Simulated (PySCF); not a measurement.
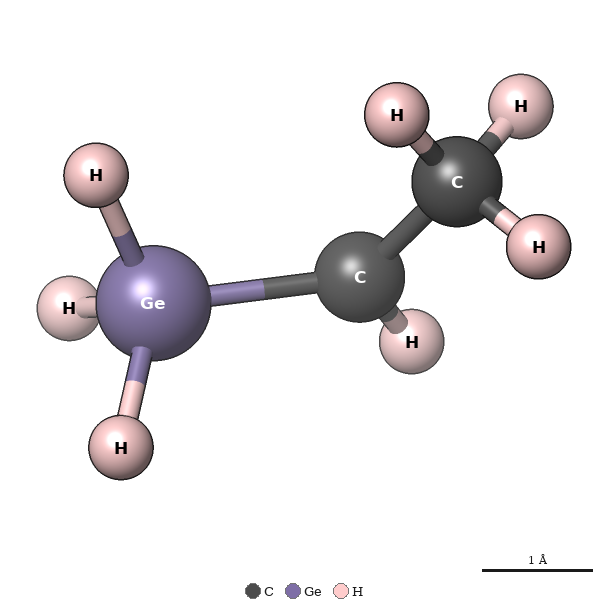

Distant atoms are faded towards the background colour. State: neutral, doublet. Computed geometry: PBE0-D3(BJ)/def2-SVP optimisation. No frequency run is at hand to confirm it as a minimum. Masses are those of the most abundant isotopes; constants are for the rigid equilibrium geometry.

Question: Classify the rotor and give the rotational constants (MHz).

Answer: An asymmetric top (C1): A = 28736, B = 3396, C = 3218 MHz. Ray's parameter κ is −0.99, close to the prolate limit.
